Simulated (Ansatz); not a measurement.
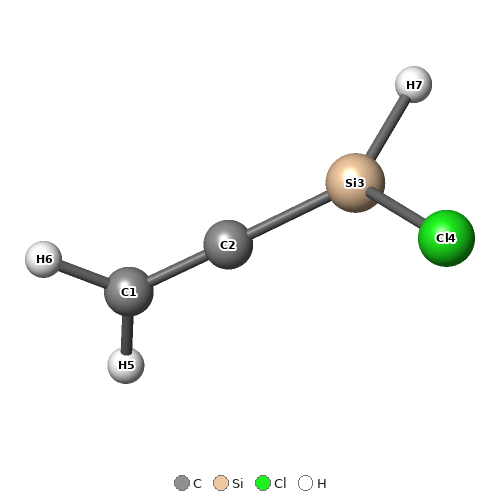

The system is C₂H₃ClSi, SMILES C=C=[SiH]Cl; the picture shows the reference structure. First axis: umbrella angle at C1 (between each of its bonds and their common axis; 90 is planar). Second axis: change of the bonds C1–C2, C1–H5, C1–H6, all alike. Nothing is relaxed (all other coordinates rigid). The grid has 15 × 15 points. Points are written as (first, second). Energies: eV, counted from the lowest grid point. These are results of Ansatz, RKS PBE0-D4/def2-TZVP, not measurements.

Its coordinates:

| atom | x (Å) | y (Å) | z (Å) |
| --- | --- | --- | --- |
| C | -0.7731 | 1.3699 | 0.0710 |
| C | -0.0955 | 0.2538 | 0.0317 |
| Si | 0.7916 | -1.1608 | -0.0061 |
| Cl | 0.0606 | -2.8931 | -0.7696 |
| H | -0.7451 | 2.0936 | -0.7440 |
| H | -1.4014 | 1.6366 | 0.9212 |
| H | 2.1629 | -1.2999 | 0.4959 |

Range: umbrella angle at C1 (between each of its bonds and their common axis; 90 is planar) from 66.0 to 114.0°; change of the bonds C1–C2, C1–H5, C1–H6, all alike from −0.128 to 0.198 Å.

Q: Predict the map.

A: The lowest grid point is at (90.0°, 0.012 Å). No other kind of well shows on this grid. The highest grid point, (114.0°, −0.128 Å), lies 2.99 eV above the lowest. Round the minimum the two coordinates are nearly uncoupled.

```csv
"second ↓, first →",66.0,69.4,72.9,76.3,79.7,83.1,86.6,90.0,93.4,96.9,100.3,103.7,107.1,110.6,114.0
0.198,2.76,2.54,2.34,2.19,2.07,1.98,1.92,1.91,1.92,1.97,2.06,2.18,2.33,2.52,2.75
0.174,2.44,2.20,1.99,1.83,1.70,1.61,1.55,1.53,1.55,1.60,1.69,1.82,1.98,2.19,2.43
0.151,2.15,1.90,1.68,1.51,1.37,1.28,1.22,1.20,1.21,1.27,1.37,1.50,1.68,1.89,2.14
0.128,1.90,1.63,1.41,1.22,1.08,0.98,0.91,0.89,0.91,0.97,1.07,1.22,1.40,1.63,1.89
0.105,1.68,1.40,1.16,0.97,0.82,0.71,0.64,0.62,0.64,0.71,0.81,0.96,1.15,1.40,1.67
0.081,1.49,1.20,0.95,0.75,0.59,0.48,0.40,0.38,0.40,0.47,0.59,0.74,0.94,1.20,1.49
0.058,1.36,1.06,0.79,0.58,0.42,0.30,0.22,0.20,0.22,0.29,0.41,0.58,0.79,1.05,1.36
0.035,1.28,0.96,0.69,0.47,0.30,0.17,0.09,0.07,0.09,0.17,0.29,0.46,0.68,0.96,1.28
0.012,1.26,0.93,0.64,0.41,0.23,0.11,0.03,0.00,0.03,0.10,0.23,0.41,0.64,0.93,1.26
−0.012,1.31,0.97,0.67,0.43,0.24,0.11,0.03,0.00,0.03,0.11,0.24,0.43,0.67,0.97,1.31
−0.035,1.44,1.09,0.77,0.53,0.33,0.19,0.11,0.08,0.11,0.19,0.33,0.53,0.78,1.09,1.44
−0.058,1.66,1.29,0.97,0.71,0.51,0.37,0.28,0.25,0.28,0.37,0.51,0.71,0.97,1.29,1.66
−0.081,1.97,1.59,1.26,0.99,0.79,0.64,0.54,0.52,0.55,0.64,0.79,1.00,1.26,1.60,1.98
−0.105,2.42,2.03,1.68,1.41,1.19,1.04,0.94,0.91,0.95,1.04,1.20,1.41,1.69,2.03,2.43
−0.128,2.98,2.57,2.22,1.94,1.72,1.56,1.46,1.43,1.46,1.56,1.72,1.94,2.22,2.58,2.99
```

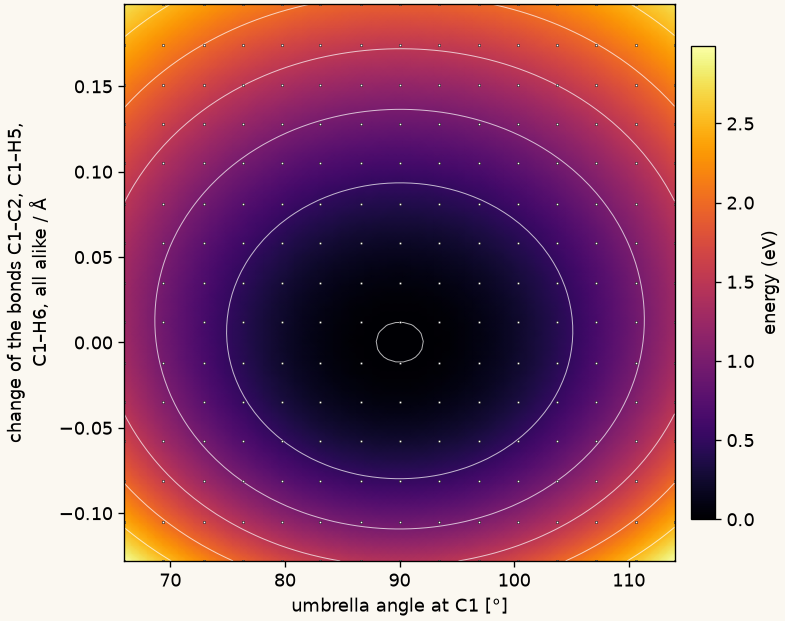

Drawn: a smooth colour map with a few white contour lines, dots at the grid points. Between grid points the surface is interpolated.

Each point was launched as `ansatz run input.yaml --threads 1 --pin off --max-ram 2560MiB --backend cpu --events-out ev --progress --plain --runs-dir out`. Time for the 225 points that were run: 23 min on 1 thread of Arm Neoverse V2 (shared host).
